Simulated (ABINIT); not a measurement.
# InGeH3 (Pm-3m): zone-centre phonons

Aim: the zone-centre modes of InGeH3 (Pm-3m).

Calculated with ABINIT 10.8.3; DFT LDA, scalar-relativistic, plane waves, HGH norm-conserving pseudopotentials.

The structure was built from a prototype and need not be the compound's stable phase.

## (1) Starting point

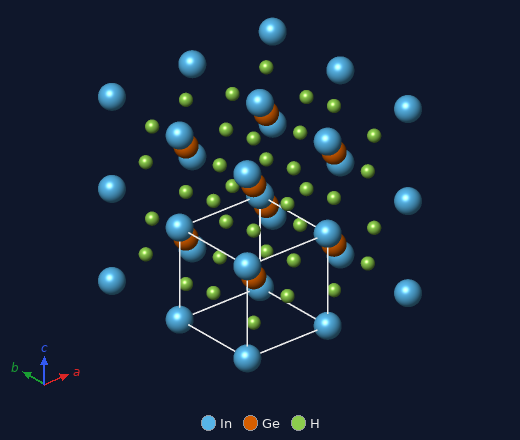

Start, viewed from a free direction; indium blue, germanium orange, hydrogen green. 2×2×2 cells are drawn. Some periodic images of atoms are drawn too.

## (2) A first look

A first run with smearing and empty bands tells whether the crystal has a gap, which decides between fixed occupations and smearing later on.

Contents of probe.abi:

```
# ground state
tolvrs 1.0d-08
prtden 1
prtwf 1

# basis, mesh and filling
ecut 35.0
ixc 7
ngkpt 4 4 4
nshiftk 1
shiftk 0.0 0.0 0.0
istwfk *1
occopt 7
tsmear 0.005
nband 11
nstep 100
diemac 9.0
prtebands 0
prtgsr 0

# cell and atoms
acell 3*1.0 Angstrom
rprim 
    4.41 0.0 0.0
    0.0 4.41 0.0
    0.0 0.0 4.41
ntypat 3
znucl 49 32 1
natom 5
typat 1 2 3 3 3
xred 
    0.0 0.0 0.0
    0.5 0.5 0.5
    0.5 0.5 0.0
    0.5 0.0 0.5
    0.0 0.5 0.5
pp_dirpath "./pseudo"
pseudos "In.hgh, Ge.hgh, H.hgh"
```

On the command line:

```bash
$ OMP_NUM_THREADS=1 mpirun -n 2 abinit probe.abi > probe.log
```

Numbers of over 12 decimals in the logs are rounded to 6 here.

probe.abo, the main output file:

```text
[banners, grids, parts of the stress and lines that vanish by symmetry left out]
- input  file    -> probe.abi
- output file    -> probe.abo
- root for input  files -> probei
[...]
Symmetries : space group Pm -3 m (#221); Bravais cP (primitive cubic)
[...]
mpw =        5832          nfft =      110592          nkpt =          10
[...]
== DATASET  1 ==================================================================
[...]
cutoff_energies: {ecut:  35.0, pawecutdg:  -1.0, }
[...]
Exchange-correlation functional for the present dataset will be:
  LDA: Perdew-Wang 92 LSD fit to Ceperley-Alder data - ixc=7
[...]
ETOT  1  -7.599235    -7.599E+00 7.220E-03 4.478E+02
 ETOT  2  -7.641536    -4.230E-02 3.588E-03 1.701E+00
 ETOT  3  -7.641591    -5.487E-05 8.131E-05 1.308E-01
 ETOT  4  -7.641599    -7.384E-06 1.105E-05 1.161E-03
 ETOT  5  -7.641599    -2.046E-07 3.270E-06 9.813E-05
 ETOT  6  -7.641599    -1.457E-08 1.948E-06 4.130E-07
 ETOT  7  -7.641599    -6.280E-11 2.213E-07 7.200E-09
 At SCF step    7       vres2   =  7.20E-09 < tolvrs=  1.00E-08 =>converged.
[...]
sigma(1 1)=  2.95802381E-04  sigma(3 2)=  0.00000000E+00
  sigma(2 2)=  2.95802381E-04  sigma(3 1)=  0.00000000E+00
  sigma(3 3)=  2.95802381E-04  sigma(2 1)=  0.00000000E+00
[...]
convergence: {deltae: -6.280E-11, res2:  7.200E-09, residm:  2.213E-07, diffor: null, }
etotal    :  -7.64159875E+00
[...]
sigma(1 1)=  2.95802381E-04  sigma(3 2)=  0.00000000E+00
  sigma(2 2)=  2.95802381E-04  sigma(3 1)=  0.00000000E+00
  sigma(3 3)=  2.95802381E-04  sigma(2 1)=  0.00000000E+00
[...]
- sigma(1 1)=  8.70280652E+00  sigma(3 2)=  0.00000000E+00
- sigma(2 2)=  8.70280652E+00  sigma(3 1)=  0.00000000E+00
- sigma(3 3)=  8.70280652E+00  sigma(2 1)=  0.00000000E+00
[...]
fcart     -0.0000000000E+00 -0.0000000000E+00 -0.0000000000E+00
           strten      2.9580238142E-04  2.9580238142E-04  2.9580238142E-04
================================================================================

[key lines of the parts left out:]
pressure_GPa:  -8.7028E+00
```

Elapsed: 7.2 s, on 2 MPI ranks of Arm Neoverse V1, shared host.

This step gave:

```yaml
volume_per_atom: 17.15 Å³
pressure: -8.703 GPa
gap_on_the_k_mesh: 0 eV
```

No gap opens on this mesh, so smearing is kept; the printed pressure holds the stress of the finite basis too.

## (3) Rough relaxation

The typed start is rough, so a first relaxation with smearing and loose thresholds takes it towards rest cheaply.

Contents of prerelax.abi:

```
# relaxation
ionmov 2
optcell 2
dilatmx 1.15
chkdilatmx 0
ntime 40
tolmxf 3.0d-04
tolvrs 1.0d-10
prtwf 0
prtden 0
chksymtnons 0

# basis, mesh and filling
ecut 35.0
ecutsm 3.0
ixc 7
ngkpt 4 4 4
nshiftk 1
shiftk 0.0 0.0 0.0
istwfk *1
occopt 7
tsmear 0.005
nband 11
nstep 100
diemac 1000000.0
prtebands 0
prtgsr 0

# cell and atoms
acell 3*1.0 Angstrom
rprim 
    4.41 0.0 0.0
    0.0 4.41 0.0
    0.0 0.0 4.41
ntypat 3
znucl 49 32 1
natom 5
typat 1 2 3 3 3
xred 
    0.0 0.0 0.0
    0.5 0.5 0.5
    0.5 0.5 0.0
    0.5 0.0 0.5
    0.0 0.5 0.5
pp_dirpath "./pseudo"
pseudos "In.hgh, Ge.hgh, H.hgh"
```

On the command line:

```bash
$ OMP_NUM_THREADS=1 mpirun -n 2 abinit prerelax.abi > prerelax.log
```

prerelax.abo, the main output file:

```text
[banners, grids, parts of the stress and lines that vanish by symmetry left out]
- input  file    -> prerelax.abi
- output file    -> prerelax.abo
- root for input  files -> prerelaxi
[...]
Symmetries : space group Pm -3 m (#221); Bravais cP (primitive cubic)
[...]
mpw =        8744          nfft =      157464          nkpt =          10
[...]
== DATASET  1 ==================================================================
[...]
cutoff_energies: {ecut:  35.0, pawecutdg:  -1.0, }
[...]
Exchange-correlation functional for the present dataset will be:
  LDA: Perdew-Wang 92 LSD fit to Ceperley-Alder data - ixc=7
[...]
ETOT  1  -7.600964    -7.601E+00 1.086E-02 6.366E+02
 ETOT  2  -7.640086    -3.912E-02 4.386E-04 2.251E+01
 ETOT  3  -7.641178    -1.092E-03 1.653E-04 2.932E-01
 ETOT  4  -7.641194    -1.585E-05 3.890E-05 8.598E-02
 ETOT  5  -7.641201    -7.277E-06 1.115E-05 1.516E-03
[...]
ETOT  6  -7.682193    -2.327E-13 6.897E-14 1.064E-11
 At SCF step    6       vres2   =  1.06E-11 < tolvrs=  1.00E-10 =>converged.
[...]
sigma(1 1)=  1.82640763E-07  sigma(3 2)=  0.00000000E+00
  sigma(2 2)=  1.82640763E-07  sigma(3 1)=  0.00000000E+00
  sigma(3 3)=  1.82640763E-07  sigma(2 1)=  0.00000000E+00
[...]
convergence: {deltae: -2.327E-13, res2:  1.064E-11, residm:  6.897E-14, diffor: null, }
etotal    :  -7.68219273E+00
[...]
At Broyd/MD step   8, gradients are converged :
[...]
sigma(1 1)=  1.82640763E-07  sigma(3 2)=  0.00000000E+00
  sigma(2 2)=  1.82640763E-07  sigma(3 1)=  0.00000000E+00
  sigma(3 3)=  1.82640763E-07  sigma(2 1)=  0.00000000E+00
[...]
- sigma(1 1)=  5.37347678E-03  sigma(3 2)=  0.00000000E+00
- sigma(2 2)=  5.37347678E-03  sigma(3 1)=  0.00000000E+00
- sigma(3 3)=  5.37347678E-03  sigma(2 1)=  0.00000000E+00
[...]
fcart     -0.0000000000E+00 -0.0000000000E+00 -0.0000000000E+00
           strten      1.8264076346E-07  1.8264076346E-07  1.8264076346E-07
================================================================================

[key lines of the parts left out:]
pressure_GPa:  -5.3735E-03
Total energy (etotal) [Ha]= -7.68219272666952E+00
```

Wall time 93 s (2 MPI ranks).

Relaxation path:

```csv
step,energy less that of the first step (eV),largest force (eV/Å),volume (Å³)
1,0.0000,0.0000,85.77
2,-0.1129,0.0000,83.59
3,-0.1311,0.0000,43.23
4,-0.9257,0.0000,66.42
5,-1.0901,0.0000,60.15
6,-1.1098,0.0000,55.93
7,-1.1154,0.0000,57.36
8,-1.1154,0.0000,57.21
```

```csv
cell as run,before,after,change
a (Å),4.410,3.853,-12.6 %
b (Å),4.410,3.853,-12.6 %
c (Å),4.410,3.853,-12.6 %
volume (Å³/atom),17.15,11.44,-33.3 %
```

The relaxed structure:

```xyz
5
Lattice="3.8533 0.0000 0.0000 0.0000 3.8533 0.0000 0.0000 0.0000 3.8533" Properties=species:S:1:pos:R:3 pbc="T T T"
In    0.0000    0.0000    0.0000
Ge    1.9266    1.9266    1.9266
H     1.9266    1.9266    0.0000
H     1.9266    0.0000    1.9266
H     0.0000    1.9266    1.9266
```

Numbers from this step:

```
volume per atom : 11.44 Å³
pressure        : -0.005373 GPa
```

The volume changes by -33.3 % in this run and stands -33.3 % from the first cell.

## (4) Rough relaxation

The cell changed much, so the rough relaxation is repeated on a basis made for the new cell.

prerelax.abi, as its differences from that of step 3:

```diff
@@ -31,5 +31,5 @@
 rprim 
-    4.41 0.0 0.0
-    0.0 4.41 0.0
-    0.0 0.0 4.41
+    3.853251894 0.0 0.0
+    0.0 3.853251894 0.0
+    0.0 0.0 3.853251894
 ntypat 3
```

prerelax.abo, the main output file:

```text
[banners, grids, parts of the stress and lines that vanish by symmetry left out]
- input  file    -> prerelax.abi
- output file    -> prerelax.abo
- root for input  files -> prerelaxi
[...]
Symmetries : space group Pm -3 m (#221); Bravais cP (primitive cubic)
[...]
mpw =        5846          nfft =      110592          nkpt =          10
[...]
== DATASET  1 ==================================================================
[...]
cutoff_energies: {ecut:  35.0, pawecutdg:  -1.0, }
[...]
Exchange-correlation functional for the present dataset will be:
  LDA: Perdew-Wang 92 LSD fit to Ceperley-Alder data - ixc=7
[...]
ETOT  1  -7.639453    -7.639E+00 1.566E-02 4.875E+02
 ETOT  2  -7.682057    -4.260E-02 1.514E-04 2.694E+00
 ETOT  3  -7.682188    -1.307E-04 2.163E-05 1.447E-01
 ETOT  4  -7.682192    -4.379E-06 1.492E-05 6.468E-03
 ETOT  5  -7.682193    -3.518E-07 2.338E-05 2.107E-05
 ETOT  6  -7.682193    -1.689E-09 1.784E-05 1.192E-06
 ETOT  7  -7.682193    -7.617E-11 2.453E-05 5.719E-09
 ETOT  8  -7.682193     4.352E-14 1.783E-05 1.048E-10
 ETOT  9  -7.682193    -3.260E-13 2.287E-05 1.797E-13
 At SCF step    9       vres2   =  1.80E-13 < tolvrs=  1.00E-10 =>converged.
[...]
sigma(1 1)=  1.82610440E-07  sigma(3 2)=  0.00000000E+00
  sigma(2 2)=  1.82610440E-07  sigma(3 1)=  0.00000000E+00
  sigma(3 3)=  1.82610440E-07  sigma(2 1)=  0.00000000E+00
[...]
convergence: {deltae: -3.260E-13, res2:  1.797E-13, residm:  2.287E-05, diffor: null, }
etotal    :  -7.68219273E+00
[...]
At Broyd/MD step   1, gradients are converged :
[...]
sigma(1 1)=  1.82610440E-07  sigma(3 2)=  0.00000000E+00
  sigma(2 2)=  1.82610440E-07  sigma(3 1)=  0.00000000E+00
  sigma(3 3)=  1.82610440E-07  sigma(2 1)=  0.00000000E+00
[...]
- sigma(1 1)=  5.37258462E-03  sigma(3 2)=  0.00000000E+00
- sigma(2 2)=  5.37258462E-03  sigma(3 1)=  0.00000000E+00
- sigma(3 3)=  5.37258462E-03  sigma(2 1)=  0.00000000E+00
[...]
fcart     -0.0000000000E+00 -0.0000000000E+00 -0.0000000000E+00
           strten      1.8261043965E-07  1.8261043965E-07  1.8261043965E-07
================================================================================

[key lines of the parts left out:]
pressure_GPa:  -5.3726E-03
Total energy (etotal) [Ha]= -7.68219272665609E+00
```

The job ended after 8.4 s (2 MPI ranks; 17 s of CPU time).

Little changed from the start: no atom moved by 0.005 Å and no cell edge by 0.1 %.

The volume changes by +0.0 % in this run and stands -33.3 % from the first cell.

## (5) Relaxation

The harmonic expansion needs vanishing forces, and a free crystal bears no stress, so cell and atoms are brought to rest. Stress is more sensitive to the basis than forces are: the last 3 Ha under the cutoff are smoothed with ecutsm, and the cutoff is raised above that of the later runs.

Contents of relax.abi:

```
# relaxation
ionmov 2
optcell 2
dilatmx 1.08
ntime 40
tolmxf 1.0d-05
tolvrs 1.0d-14
prtwf 0
prtden 0
chksymtnons 0

# basis, mesh and filling
ecut 43.0
ecutsm 3.0
ixc 7
ngkpt 6 6 6
nshiftk 1
shiftk 0.0 0.0 0.0
istwfk *1
occopt 3
tsmear 0.01
nband 11
nstep 100
diemac 1000000.0
prtebands 0
prtgsr 0

# cell and atoms
acell 3*1.0 Angstrom
rprim 
    3.853251897 0.0 0.0
    0.0 3.853251897 0.0
    0.0 0.0 3.853251897
ntypat 3
znucl 49 32 1
natom 5
typat 1 2 3 3 3
xred 
    0.0 0.0 0.0
    0.5 0.5 0.5
    0.5 0.5 0.0
    0.5 0.0 0.5
    0.0 0.5 0.5
pp_dirpath "./pseudo"
pseudos "In.hgh, Ge.hgh, H.hgh"
```

On the command line:

```bash
$ OMP_NUM_THREADS=1 mpirun -n 2 abinit relax.abi > relax.log
```

relax.abo, the main output file:

```text
[banners, grids, parts of the stress and lines that vanish by symmetry left out]
- input  file    -> relax.abi
- output file    -> relax.abo
- root for input  files -> relaxi
[...]
Symmetries : space group Pm -3 m (#221); Bravais cP (primitive cubic)
[...]
mpw =        6619          nfft =      110592          nkpt =          20
[...]
== DATASET  1 ==================================================================
[...]
cutoff_energies: {ecut:  43.0, pawecutdg:  -1.0, }
[...]
Exchange-correlation functional for the present dataset will be:
  LDA: Perdew-Wang 92 LSD fit to Ceperley-Alder data - ixc=7
[...]
ETOT  1  -7.653608    -7.654E+00 1.608E-02 4.642E+02
 ETOT  2  -7.698641    -4.503E-02 1.618E-03 2.625E+00
 ETOT  3  -7.698704    -6.293E-05 3.283E-04 1.759E-01
 ETOT  4  -7.698711    -6.784E-06 6.361E-05 1.692E-03
 ETOT  5  -7.698711    -9.442E-08 5.018E-05 5.393E-06
[...]
At SCF step   10       vres2   =  9.00E-16 < tolvrs=  1.00E-14 =>converged.
[...]
sigma(1 1)=  1.86108156E-05  sigma(3 2)=  0.00000000E+00
  sigma(2 2)=  1.86108156E-05  sigma(3 1)=  0.00000000E+00
  sigma(3 3)=  1.86108156E-05  sigma(2 1)=  0.00000000E+00
[...]
convergence: {deltae: -1.315E-13, res2:  9.000E-16, residm:  4.826E-06, diffor: null, }
etotal    :  -7.69871081E+00
[...]
ETOT  1  -7.698720    -7.699E+00 1.950E-02 2.173E-02
[...]
At SCF step    8       vres2   =  1.46E-16 < tolvrs=  1.00E-14 =>converged.
[...]
sigma(1 1)=  1.57192049E-05  sigma(3 2)=  0.00000000E+00
  sigma(2 2)=  1.57192049E-05  sigma(3 1)=  0.00000000E+00
  sigma(3 3)=  1.57192049E-05  sigma(2 1)=  0.00000000E+00
[...]
convergence: {deltae: -3.819E-13, res2:  1.464E-16, residm:  3.029E-06, diffor: null, }
etotal    :  -7.69872191E+00
[...]
ETOT  1  -7.698699    -7.699E+00 8.860E-04 6.243E-01
[...]
At SCF step    8       vres2   =  3.86E-15 < tolvrs=  1.00E-14 =>converged.
[...]
sigma(1 1)= -2.44777836E-07  sigma(3 2)=  0.00000000E+00
  sigma(2 2)= -2.44777836E-07  sigma(3 1)=  0.00000000E+00
  sigma(3 3)= -2.44777836E-07  sigma(2 1)=  0.00000000E+00
[...]
convergence: {deltae: -5.311E-13, res2:  3.863E-15, residm:  6.983E-09, diffor: null, }
etotal    :  -7.69874893E+00
[...]
ETOT  1  -7.698749    -7.699E+00 4.662E-09 1.459E-04
[...]
ETOT  6  -7.698749    -5.258E-13 1.326E-09 2.327E-14
 ETOT  7  -7.698749     1.821E-13 4.733E-09 1.950E-16
 At SCF step    7       vres2   =  1.95E-16 < tolvrs=  1.00E-14 =>converged.
[...]
sigma(1 1)=  3.28073146E-09  sigma(3 2)=  0.00000000E+00
  sigma(2 2)=  3.28073146E-09  sigma(3 1)=  0.00000000E+00
  sigma(3 3)=  3.28073146E-09  sigma(2 1)=  0.00000000E+00
[...]
convergence: {deltae:  1.821E-13, res2:  1.950E-16, residm:  4.733E-09, diffor: null, }
etotal    :  -7.69874893E+00
[...]
At Broyd/MD step   4, gradients are converged :
[...]
sigma(1 1)=  3.28073146E-09  sigma(3 2)=  0.00000000E+00
  sigma(2 2)=  3.28073146E-09  sigma(3 1)=  0.00000000E+00
  sigma(3 3)=  3.28073146E-09  sigma(2 1)=  0.00000000E+00
[...]
- sigma(1 1)=  9.65224521E-05  sigma(3 2)=  0.00000000E+00
- sigma(2 2)=  9.65224520E-05  sigma(3 1)=  0.00000000E+00
- sigma(3 3)=  9.65224520E-05  sigma(2 1)=  0.00000000E+00
[...]
fcart     -0.0000000000E+00 -0.0000000000E+00 -0.0000000000E+00
           strten      3.2807314632E-09  3.2807314602E-09  3.2807314610E-09
================================================================================

[key lines of the parts left out:]
pressure_GPa:  -9.6522E-05
Total energy (etotal) [Ha]= -7.69874893449473E+00
```

The job ended after 62 s (2 MPI ranks).

Relaxation path:

```csv
step,energy less that of the first step (eV),largest force (eV/Å),volume (Å³)
1,0.0000,0.0000,57.21
2,-0.0003,0.0000,57.12
3,-0.0010,0.0000,56.60
4,-0.0010,0.0000,56.61
```

```csv
"conventional cell, symmetrised",before,after,change
a (Å),3.853,3.840,-0.4 %
b (Å),3.853,3.840,-0.4 %
c (Å),3.853,3.840,-0.4 %
volume (Å³/atom),11.44,11.32,-1.1 %
```

The relaxed structure:

```xyz
5
Lattice="3.8397 0.0000 0.0000 0.0000 3.8397 0.0000 0.0000 0.0000 3.8397" Properties=species:S:1:pos:R:3 pbc="T T T"
In    0.0000    0.0000    0.0000
Ge    1.9199    1.9199    1.9199
H     1.9199    1.9199    0.0000
H     1.9199    0.0000    1.9199
H     0.0000    1.9199    1.9199
```

Numbers from this step:

```yaml
volume_per_atom: 11.32 Å³
pressure: -9.65e-5 GPa
```

The volume changes by -1.1 % in this run and stands -34.0 % from the first cell.

## (6) Self-consistent run for the response

First-order wavefunctions inherit every error of the ground state, hence the very tight tolvrs. Smearing stays on, as the first look found no gap above 0.3 eV.

Contents of gs.abi:

```
# ground state
tolvrs 1.0d-16
prtden 1
prtwf 1

# basis, mesh and filling
ecut 35.0
ixc 7
ngkpt 6 6 6
nshiftk 1
shiftk 0.0 0.0 0.0
istwfk *1
occopt 3
tsmear 0.01
nband 11
nstep 100
diemac 1000000.0
prtebands 0
prtgsr 0

# cell and atoms
acell 3*1.0 Angstrom
rprim 
    3.83970612 0.0 0.0
    0.0 3.83970612 0.0
    0.0 0.0 3.83970612
ntypat 3
znucl 49 32 1
natom 5
typat 1 2 3 3 3
xred 
    0.0 0.0 0.0
    0.5 0.5 0.5
    0.5 0.5 0.0
    0.5 0.0 0.5
    0.0 0.5 0.5
pp_dirpath "./pseudo"
pseudos "In.hgh, Ge.hgh, H.hgh"
```

On the command line:

```bash
$ OMP_NUM_THREADS=1 mpirun -n 2 abinit gs.abi > gs.log
```

gs.abo, the main output file:

```text
[banners, grids, parts of the stress and lines that vanish by symmetry left out]
- input  file    -> gs.abi
- output file    -> gs.abo
- root for input  files -> gsi
[...]
Symmetries : space group Pm -3 m (#221); Bravais cP (primitive cubic)
[...]
mpw =        3840          nfft =       64000          nkpt =          20
[...]
== DATASET  1 ==================================================================
[...]
cutoff_energies: {ecut:  35.0, pawecutdg:  -1.0, }
[...]
Exchange-correlation functional for the present dataset will be:
  LDA: Perdew-Wang 92 LSD fit to Ceperley-Alder data - ixc=7
[...]
ETOT  1  -7.656486    -7.656E+00 1.773E-02 2.720E+02
 ETOT  2  -7.697232    -4.075E-02 7.552E-04 1.261E+00
 ETOT  3  -7.697280    -4.786E-05 1.615E-04 9.695E-02
 ETOT  4  -7.697286    -6.458E-06 3.178E-04 8.601E-04
 ETOT  5  -7.697286    -8.369E-08 2.492E-05 7.861E-06
[...]
ETOT 10  -7.697286     1.954E-14 3.417E-06 2.986E-16
 ETOT 11  -7.697286    -4.086E-14 2.547E-06 2.645E-18
 At SCF step   11       vres2   =  2.65E-18 < tolvrs=  1.00E-16 =>converged.
[...]
sigma(1 1)=  1.64324856E-05  sigma(3 2)=  0.00000000E+00
  sigma(2 2)=  1.64324856E-05  sigma(3 1)=  0.00000000E+00
  sigma(3 3)=  1.64324856E-05  sigma(2 1)=  0.00000000E+00
[...]
convergence: {deltae: -4.086E-14, res2:  2.645E-18, residm:  2.547E-06, diffor: null, }
etotal    :  -7.69728618E+00
[...]
sigma(1 1)=  1.64324856E-05  sigma(3 2)=  0.00000000E+00
  sigma(2 2)=  1.64324856E-05  sigma(3 1)=  0.00000000E+00
  sigma(3 3)=  1.64324856E-05  sigma(2 1)=  0.00000000E+00
[...]
- sigma(1 1)=  4.83460417E-01  sigma(3 2)=  0.00000000E+00
- sigma(2 2)=  4.83460417E-01  sigma(3 1)=  0.00000000E+00
- sigma(3 3)=  4.83460417E-01  sigma(2 1)=  0.00000000E+00
[...]
fcart     -0.0000000000E+00 -0.0000000000E+00 -0.0000000000E+00
           strten      1.6432485563E-05  1.6432485563E-05  1.6432485563E-05
================================================================================

[key lines of the parts left out:]
pressure_GPa:  -4.8346E-01
```

The job ended after 14 s (2 MPI ranks; 28 s of CPU time).

This step gave:

```yaml
pressure: -0.4835 GPa
```

The cell stands at -0.48 GPa: the relaxation ran with a smoothed and higher cutoff, and the difference is a stress of the finite basis.

(Continued in part 2 of 3.)

[Host names and launcher messages were left out of these logs when they were recorded.]

[Logs are printed without paths, hosts, clocks, repeated set-up lines and the standing remarks that a program may print on its own settings, such as how far it seeks lower states.]

[Hosts, paths, dates, database ids (printed as entryN), source tags and the programs' standing remarks are cut or masked in the printed files.]
